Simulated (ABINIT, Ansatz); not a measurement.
**WS2 (Tungstenite): G0W0 on several meshes in ABINIT**

Aim: the GW shift of WS2 (Tungstenite) against the k mesh.

Main program and level: ABINIT 10.8.3; PBE and many-body steps on it, plane waves.

## (1) The structure

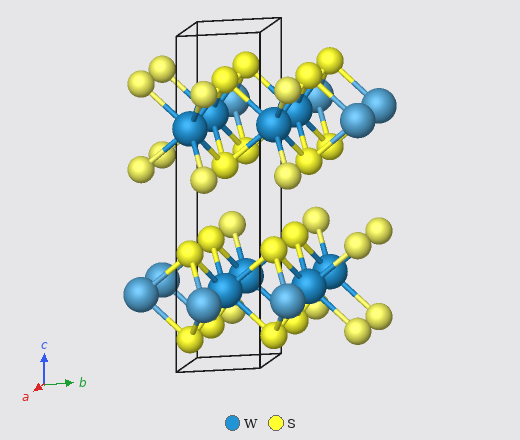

Start, viewed slightly off an axis; tungsten blue, sulfur yellow. 2×2×1 cells are drawn. Some periodic images of atoms are drawn too.

The cell and positions come from the Crystallography Open Database and are kept as given unless a step says otherwise. Spin-orbit coupling is left out unless a step names it.

## (2) Empty states on the mesh, 6×6×1 mesh, 777 bands

This step: ABINIT 10.8.3; DFT, PBE, plane waves, norm-conserving pseudopotentials.

The sums over transitions need many empty states on a uniform mesh; this step solves for them.

Input file run.abi:

```
acell 3*1.0 Angstrom
rprim 
  3.153199999992 0.000000000002 0.000000000000
  -1.576599999998 2.730751303206 0.000000000000
  0.000000000000 0.000000000000 12.323000000000
ntypat 2
znucl 74 16
natom 6
typat 1 1 2 2 2 2
xred 
  0.333333333333 0.666666666667 0.250000000000
  0.666666666667 0.333333333333 0.750000000000
  0.333333333333 0.666666666667 0.622500000000
  0.666666666667 0.333333333333 0.122500000000
  0.333333333333 0.666666666667 0.877500000000
  0.666666666667 0.333333333333 0.377500000000
pp_dirpath "pseudos"
pseudos "W.upf, S.upf"
ecut 31
ngkpt 6 6 1
nshiftk 1
shiftk 0 0 0
kptopt 1
chksymbreak 0
iscf -2
irdden 1
istwfk *1
nband 777
nbdbuf 70
tolwfr 1e-09
nstep 60
prtvol 0
indata_prefix "in"
outdata_prefix "out"
tmpdata_prefix "tmp"
```

On the command line:

```sh
$ OMP_NUM_THREADS=1 mpirun -n 4 abinit run.abi > log
```

Numbers of over 12 decimals in the logs are rounded to 6 here.

Output:

```text
.Version 10.8.3 of ABINIT. v10.8.2 released Aug 2026.

 Symmetries : space group P6_3/m m c (#194); Bravais hP (primitive hexag.)
[... echo of the input left out ...]
== DATASET  1 ==================================================================
-   mpi_nproc: 4, omp_nthreads: 1 (-1 if OMP is not activated)

--- !DatasetInfo
iteration_state: {dtset: 1, }
dimensions: {natom: 6, nkpt: 7, mband: 777, nsppol: 1, nspinor: 1, nspden: 1, mpw: 5929, }
cutoff_energies: {ecut:  31.0, pawecutdg:  -1.0, }
[...]
7.46503    7.46507    7.46508    7.46552    7.46555    7.47830    7.48895    7.52082
   7.52231    7.52256    7.54818    7.54831    7.54867    7.57528    7.61293    7.62366
   7.64217
 prteigrs : prtvol=0 or 1, do not print more k-points.

== END DATASET(S) ==============================================================
================================================================================

 -outvars: echo values of variables after computation  --------
            nband         777
             nkpt           7
          spgroup         194
 [... the other variables as echoed above ...]

 Calculation completed.
```

Wall time 22 min (4 MPI ranks of Arm Neoverse V1, shared host); peak memory 0.96 GiB; 89 min of CPU time.

Numbers from this step:

- gap: 0.9807 eV
- k of the valence top: 0, 0, 0
- k of the conduction bottom: 0.1667, 0.1667, 0
- least direct gap: 1.837 eV
- k points computed: 7
- lowest point of the top converged band, above the valence top: 182.8241 eV

On this mesh the gap is 0.981 eV.

The density comes from a self-consistent run that is not shown.

## (3) Screening, 6×6×1 mesh, 303 bands, screening to 176.9 eV

The RPA dielectric matrix is built and inverted for each q.

This step: RPA screening on PBE, plane waves, norm-conserving pseudopotentials.

Changes to run.abi since step 2:

```diff
@@ -24,10 +24,11 @@
 chksymbreak 0
-iscf -2
-irdden 1
 istwfk *1
-nband 777
-nbdbuf 70
-tolwfr 1e-09
-nstep 60
-prtvol 0
+occopt 1
+irdwfk 1
+optdriver 3
+nband 303
+ecuteps 6.5
+inclvkb 2
+awtr 1
+symchi 1
 indata_prefix "in"
```

Output:

```text
.Version 10.8.3 of ABINIT. v10.8.2 released Aug 2026.

 Symmetries : space group P6_3/m m c (#194); Bravais hP (primitive hexag.)
[... echo of the input left out ...]
== DATASET  1 ==================================================================
-   mpi_nproc: 4, omp_nthreads: 1 (-1 if OMP is not activated)

--- !DatasetInfo
iteration_state: {dtset: 1, }
dimensions: {natom: 6, nkpt: 7, mband: 303, nsppol: 1, nspinor: 1, nspden: 1, mpw: 5929, }
cutoff_energies: {ecut:  31.0, pawecutdg:  -1.0, }
electrons: {nelect:   5.20000000E+01, charge:   0.00000000E+00, occopt:   1.00000000E+00, tsmear:   1.00000000E-02, }

 SCREENING: Calculation of the susceptibility and dielectric matrices

 Based on a program developped by R.W. Godby, V. Olevano, G. Onida, and L. Reining.
 Incorporated in ABINIT by V. Olevano, G.-M. Rignanese, and M. Torrent.
.Using double precision arithmetic ; gwpc =  8

[... cell and pseudopotentials left out ...]
--------------------------------------------------------------------------------

 ==== K-mesh for the wavefunctions ====
 Number of points in the irreducible wedge :     7
[... list of points left out ...]
 Together with 24 symmetry operations and time-reversal symmetry
 yields    36 points in the full Brillouin Zone.

 ==== Q-mesh for the screening function ====
 Number of points in the irreducible wedge :     7
[... list of points left out ...]
 Together with 24 symmetry operations and time-reversal symmetry
 yields    36 points in the full Brillouin Zone.

 setmesh: FFT mesh size selected  =    20x   20x   90
          total number of points  =        36000

 vcoul_init : cutoff-mode = AUXILIARY_FUNCTION
 q-points for optical limit:   1
     1)      0.000010    0.000020    0.000030

- screening: taking advantage of time-reversal symmetry
- Maximum band index for partially occupied states nbvw = 26
- Remaining bands to be divided among processors   nbcw = 277
- Number of bands treated by each node ~69

 Number of electrons calculated from density =   52.0000; Expected =   52.0000
 average of density, n =  0.072620
 r_s =    1.4869
 omega_plasma =   25.9946 [eV]

 calculating chi0 at frequencies [eV] :
  1    0.000000E+00    0.000000E+00
  2    0.000000E+00    2.599465E+01

--------------------------------------------------------------------------------
  q-point number  1        q = ( 0.000000, 0.000000, 0.000000) [r.l.u.]
--------------------------------------------------------------------------------
[... chi0 elements left out ...]
 For q-point:  0.000010 0.000020 0.000030
  dielectric constant =  13.5116
  dielectric constant without local fields =  15.0823

  Average fulfillment of the sum rule on Im[epsilon] for q-point    1 :     91.01  [%]
[... wings left out ...]
  q-point number  2        q = ( 0.166667, 0.000000, 0.000000) [r.l.u.]
--------------------------------------------------------------------------------
[... chi0 elements left out ...]
  Average fulfillment of the sum rule on Im[epsilon] for q-point    2 :     92.49  [%]

 [... 5 further q-points ...]
```

It took 7.1 min on 4 MPI ranks; peak memory 2.3 GiB.

Numbers from this step:

```
ε∞ with local fields, on this mesh, along the program's q direction : 13.51
the same without local fields                                       : 15.08
plasma frequency                                                    : 25.99 eV
plane waves in the screening matrix                                 : 573
```

Local fields lower ε∞ by 10 %. On a Γ-centred mesh this coarse the value itself is usually too large, while a short band sum pulls it down.

## (4) 6×6×1

The self-energy is evaluated for the states that the input lists, and the levels follow from it, in one-shot runs by the linearised quasiparticle equation.

This step: G0W0 on PBE, plane waves, norm-conserving pseudopotentials.

Changes to run.abi since step 3:

```diff
@@ -27,8 +27,19 @@
 irdwfk 1
-optdriver 3
+optdriver 4
 nband 303
+gwcalctyp 0
+ecutsigx 31
+symsigma 1
+nkptgw 3
+kptgw 
+  0.0000000000 0.0000000000 0.0000000000
+  0.1666666667 0.1666666667 0.0000000000
+  0.3333333333 0.3333333333 0.0000000000
+bdgw 
+  25 28
+  25 28
+  25 28
 ecuteps 6.5
-inclvkb 2
-awtr 1
-symchi 1
+irdscr 1
+ppmodel 1
 indata_prefix "in"
```

Output:

```text
.Version 10.8.3 of ABINIT. v10.8.2 released Aug 2026.

 Symmetries : space group P6_3/m m c (#194); Bravais hP (primitive hexag.)
[... echo of the input left out ...]
== DATASET  1 ==================================================================
-   mpi_nproc: 4, omp_nthreads: 1 (-1 if OMP is not activated)

--- !DatasetInfo
iteration_state: {dtset: 1, }
dimensions: {natom: 6, nkpt: 7, mband: 303, nsppol: 1, nspinor: 1, nspden: 1, mpw: 5929, }
cutoff_energies: {ecut:  31.0, pawecutdg:  -1.0, }
electrons: {nelect:   5.20000000E+01, charge:   0.00000000E+00, occopt:   1.00000000E+00, tsmear:   1.00000000E-02, }

 SIGMA: Calculation of the GW corrections

 Based on a program developped by R.W. Godby, V. Olevano, G. Onida, and L. Reining.
 Incorporated in ABINIT by V. Olevano, G.-M. Rignanese, and M. Torrent.
.Using double precision arithmetic ; gwpc =  8

[... cell and pseudopotentials left out ...]
--------------------------------------------------------------------------------

 ==== K-mesh for the wavefunctions ====
 Number of points in the irreducible wedge :     7
[... list of points left out ...]
 Together with 24 symmetry operations and time-reversal symmetry
 yields    36 points in the full Brillouin Zone.

 ==== Q-mesh for screening function ====
 Number of points in the irreducible wedge :     7
[... list of points left out ...]
 Together with 24 symmetry operations and time-reversal symmetry
 yields    36 points in the full Brillouin Zone.

 vcoul_init : cutoff-mode = AUXILIARY_FUNCTION
 q-points for optical limit:   1
     1)      0.000010    0.000020    0.000030
 setmesh: FFT mesh size selected  =    25x   25x  120
          total number of points  =        75000

 Number of electrons calculated from density =   52.0000; Expected =   52.0000
 average of density, n =  0.072620
 r_s =    1.4869
 omega_plasma =   25.9946 [eV]

 === KS Band Gaps ===
  >>>> For spin  1
   Minimum direct gap =   1.8369 [eV], located at k-point      :   0.3333  0.3333  0.0000
   Fundamental gap    =   0.9806 [eV], Top of valence bands at :   0.0000  0.0000  0.0000
                                       Bottom of conduction at :   0.1667  0.1667  0.0000
 SIGMA fundamental parameters:
 PLASMON POLE MODEL  1
 number of plane-waves for SigmaX                 5885
 number of plane-waves for SigmaC and W            573
 number of plane-waves for wavefunctions          5885
 number of bands                                   303
 number of independent spin polarizations            1
 number of spinorial components                      1
 number of k-points in IBZ                           7
 number of q-points in IBZ                           7
 number of symmetry operations                      24
 number of k-points in BZ                           36
 number of q-points in BZ                           36
 number of frequencies for dSigma/dE                 9
 frequency step for dSigma/dE [eV]                0.25
 number of omega for Sigma on real axis              0
 max omega for Sigma on real axis  [eV]           0.00
 zcut for avoiding poles [eV]                     0.10

 EPSILON^-1 parameters (SCR file):
 dimension of the eps^-1 matrix on file            573
 dimension of the eps^-1 matrix used               573
 number of plane-waves for wavefunctions          5885
 number of bands                                   303
 number of q-points in IBZ                           7
 number of frequencies                               2
 number of real frequencies                          1
 number of imag frequencies                          1

 matrix elements of self-energy operator (all in [eV])

 Perturbative Calculation

--- !SelfEnergy_ee
iteration_state: {dtset: 1, }
kpoint     : [   0.000,    0.000,    0.000, ]
spin       : 1
KS_gap     :    2.311
QP_gap     :    2.761
Delta_QP_KS:    0.450
data: !SigmaeeData |
     Band     E0 <VxcDFT>   SigX SigC(E0)      Z dSigC/dE  Sig(E)    E-E0       E
       25   8.288 -14.458 -15.573   0.949   0.787  -0.271 -14.589  -0.131   8.157
       26   9.509 -15.590 -16.105   0.435   0.784  -0.276 -15.652  -0.063   9.446
       27  11.820 -15.225 -10.553  -4.180   0.787  -0.271 -14.838   0.387  12.207
       28  11.820 -15.225 -10.553  -4.180   0.787  -0.271 -14.838   0.387  12.207

--- !SelfEnergy_ee
iteration_state: {dtset: 1, }
kpoint     : [   0.167,    0.167,    0.000, ]
spin       : 1
KS_gap     :    2.486
QP_gap     :    2.854
Delta_QP_KS:    0.368
data: !SigmaeeData |
     Band     E0 <VxcDFT>   SigX SigC(E0)      Z dSigC/dE  Sig(E)    E-E0       E
       25   7.976 -15.191 -16.569   1.225   0.783  -0.278 -15.311  -0.120   7.856
       26   8.004 -15.258 -16.559   1.189   0.783  -0.278 -15.346  -0.088   7.916
[...]
--- !SelfEnergy_ee
iteration_state: {dtset: 1, }
kpoint     : [   0.333,    0.333,    0.000, ]
spin       : 1
KS_gap     :    1.837
QP_gap     :    2.395
Delta_QP_KS:    0.558
data: !SigmaeeData |
     Band     E0 <VxcDFT>   SigX SigC(E0)      Z dSigC/dE  Sig(E)    E-E0       E
[...]
26   8.977 -15.421 -15.957   0.483   0.787  -0.271 -15.463  -0.042   8.935
       27  10.814 -16.363 -11.961  -3.747   0.787  -0.271 -15.847   0.516  11.330
       28  10.814 -16.363 -11.961  -3.747   0.787  -0.271 -15.847   0.516  11.330

== END DATASET(S) ==============================================================
================================================================================

 -outvars: echo values of variables after computation  --------
           etotal      0.0000000000E+00
            nband         303
             nkpt           7
          spgroup         194
 [... the other variables as echoed above ...]

 Calculation completed.
```

Run time: 3 min. Hardware: 4 MPI ranks; peak memory 2.3 GiB; 12 min of CPU time.

This step gave:

```
G0W0 gap on the points computed              : 1.324 eV
starting gap on the mesh                     : 0.9807 eV
k of the valence top                         : 0, 0, 0
k of the conduction bottom                   : 0.1667, 0.1667, 0
Z at the valence top                         : 0.784
Z at the conduction bottom                   : 0.793
least direct G0W0 gap on the computed points : 2.395 eV
```

The gap on the mesh goes from 0.98 eV to 1.32 eV, a correction of +0.34 eV.

## (5) Empty states on the mesh, 3×3×1 mesh, 333 bands

This step: DFT, PBE, plane waves, norm-conserving pseudopotentials.

Changes to run.abi since step 4:

```diff
@@ -19,3 +19,3 @@
 ecut 31
-ngkpt 6 6 1
+ngkpt 3 3 1
 nshiftk 1
@@ -24,22 +24,10 @@
 chksymbreak 0
+iscf -2
+irdden 1
 istwfk *1
-occopt 1
-irdwfk 1
-optdriver 4
-nband 303
-gwcalctyp 0
-ecutsigx 31
-symsigma 1
-nkptgw 3
-kptgw 
-  0.0000000000 0.0000000000 0.0000000000
-  0.1666666667 0.1666666667 0.0000000000
-  0.3333333333 0.3333333333 0.0000000000
-bdgw 
-  25 28
-  25 28
-  25 28
-ecuteps 6.5
-irdscr 1
-ppmodel 1
+nband 333
+nbdbuf 30
+tolwfr 1e-09
+nstep 60
+prtvol 0
 indata_prefix "in"
```

On the command line:

```sh
$ OMP_NUM_THREADS=1 mpirun -n 3 abinit run.abi > log
```

Output:

```text
.Version 10.8.3 of ABINIT. v10.8.2 released Aug 2026.

 Symmetries : space group P6_3/m m c (#194); Bravais hP (primitive hexag.)
[... echo of the input left out ...]
== DATASET  1 ==================================================================
-   mpi_nproc: 3, omp_nthreads: 1 (-1 if OMP is not activated)

--- !DatasetInfo
iteration_state: {dtset: 1, }
dimensions: {natom: 6, nkpt: 3, mband: 333, nsppol: 1, nspinor: 1, nspden: 1, mpw: 5917, }
cutoff_energies: {ecut:  31.0, pawecutdg:  -1.0, }
[...]
4.06604    4.07060    4.07504    4.07504    4.07704    4.07704    4.07717    4.11464
   4.11464    4.12518    4.13702    4.14363    4.14365    4.15248    4.17190    4.17194
   4.21918    4.22003    4.26202    4.27739    4.28095
 prteigrs : prtvol=0 or 1, do not print more k-points.

== END DATASET(S) ==============================================================
================================================================================

 -outvars: echo values of variables after computation  --------
            nband         333
             nkpt           3
          spgroup         194
 [... the other variables as echoed above ...]

 Calculation completed.
```

It took 2.3 min on 3 MPI ranks; peak memory 0.39 GiB.

Numbers from this step:

* gap: 1.305 eV
* k of the valence top: 0, 0, 0
* k of the conduction bottom: 0.3333, 0.3333, 0
* least direct gap: 1.837 eV
* k points computed: 3
* lowest point of the top converged band, above the valence top: 97.4935 eV

On this mesh the gap is 1.305 eV.

## (6) Screening, 3×3×1 mesh, 303 bands, screening to 176.9 eV

This step: RPA screening on PBE, plane waves, norm-conserving pseudopotentials.

Changes to run.abi since step 5:

```diff
@@ -24,10 +24,11 @@
 chksymbreak 0
-iscf -2
-irdden 1
 istwfk *1
-nband 333
-nbdbuf 30
-tolwfr 1e-09
-nstep 60
-prtvol 0
+occopt 1
+irdwfk 1
+optdriver 3
+nband 303
+ecuteps 6.5
+inclvkb 2
+awtr 1
+symchi 1
 indata_prefix "in"
```

On the command line:

```sh
$ OMP_NUM_THREADS=1 mpirun -n 4 abinit run.abi > log
```

Output:

```text
.Version 10.8.3 of ABINIT. v10.8.2 released Aug 2026.

 Symmetries : space group P6_3/m m c (#194); Bravais hP (primitive hexag.)
[... echo of the input left out ...]
== DATASET  1 ==================================================================
-   mpi_nproc: 4, omp_nthreads: 1 (-1 if OMP is not activated)

--- !DatasetInfo
iteration_state: {dtset: 1, }
dimensions: {natom: 6, nkpt: 3, mband: 303, nsppol: 1, nspinor: 1, nspden: 1, mpw: 5917, }
cutoff_energies: {ecut:  31.0, pawecutdg:  -1.0, }
electrons: {nelect:   5.20000000E+01, charge:   0.00000000E+00, occopt:   1.00000000E+00, tsmear:   1.00000000E-02, }

 SCREENING: Calculation of the susceptibility and dielectric matrices

 Based on a program developped by R.W. Godby, V. Olevano, G. Onida, and L. Reining.
 Incorporated in ABINIT by V. Olevano, G.-M. Rignanese, and M. Torrent.
.Using double precision arithmetic ; gwpc =  8

[... cell and pseudopotentials left out ...]
--------------------------------------------------------------------------------

 ==== K-mesh for the wavefunctions ====
 Number of points in the irreducible wedge :     3
[... list of points left out ...]
 Together with 24 symmetry operations and time-reversal symmetry
 yields     9 points in the full Brillouin Zone.

 ==== Q-mesh for the screening function ====
 Number of points in the irreducible wedge :     3
[... list of points left out ...]
 Together with 24 symmetry operations and time-reversal symmetry
 yields     9 points in the full Brillouin Zone.

 setmesh: FFT mesh size selected  =    20x   20x   90
          total number of points  =        36000

 vcoul_init : cutoff-mode = AUXILIARY_FUNCTION
 q-points for optical limit:   1
     1)      0.000010    0.000020    0.000030

- screening: taking advantage of time-reversal symmetry
- Maximum band index for partially occupied states nbvw = 26
- Remaining bands to be divided among processors   nbcw = 277
- Number of bands treated by each node ~69

 Number of electrons calculated from density =   52.0000; Expected =   52.0000
 average of density, n =  0.072620
 r_s =    1.4869
 omega_plasma =   25.9946 [eV]

 calculating chi0 at frequencies [eV] :
  1    0.000000E+00    0.000000E+00
  2    0.000000E+00    2.599465E+01

--------------------------------------------------------------------------------
  q-point number  1        q = ( 0.000000, 0.000000, 0.000000) [r.l.u.]
--------------------------------------------------------------------------------
[... chi0 elements left out ...]
 For q-point:  0.000010 0.000020 0.000030
  dielectric constant =  17.3553
  dielectric constant without local fields =  19.4889

  Average fulfillment of the sum rule on Im[epsilon] for q-point    1 :     90.99  [%]
[... wings left out ...]
  q-point number  2        q = ( 0.333333, 0.000000, 0.000000) [r.l.u.]
--------------------------------------------------------------------------------
[... chi0 elements left out ...]
  Average fulfillment of the sum rule on Im[epsilon] for q-point    2 :     89.10  [%]

 [... 1 further q-points ...]
```

Wall time 74 s (4 MPI ranks); peak memory 1.3 GiB.

Numbers from this step:

```yaml
eps_infinity_with_local_fields_on_this_mesh_along_the_program_s_q_direction: 17.36
the_same_without_local_fields: 19.49
plasma_frequency: 25.99 eV
plane_waves_in_the_screening_matrix: 573
```

(Continued in part 2 of 2.)

[Paths, hosts, dates, memory and timing lines, banners, echoed tables and standing remarks are left out of the program output.]

[Logs are printed without paths, hosts, clocks, repeated set-up lines and the standing remarks that a program may print on its own settings, such as how far it seeks lower states.]

[Runs of the session that timed out or met a known fault of the program may be left out.]

[Hosts, paths, dates, database ids (printed as entryN), source tags and the programs' standing remarks are cut or masked in the printed files.]

[G0W0 gaps are taken among the corrected bands and points alone; a level outside them can change the order at an edge.]

[Where Ansatz stands beside ABINIT at settings called matched, ABINIT's density can come from a denser mesh and the files from another edition; pairs whose starting gaps differed by over 0.03 eV were left out, so agreement reads better than it is.]
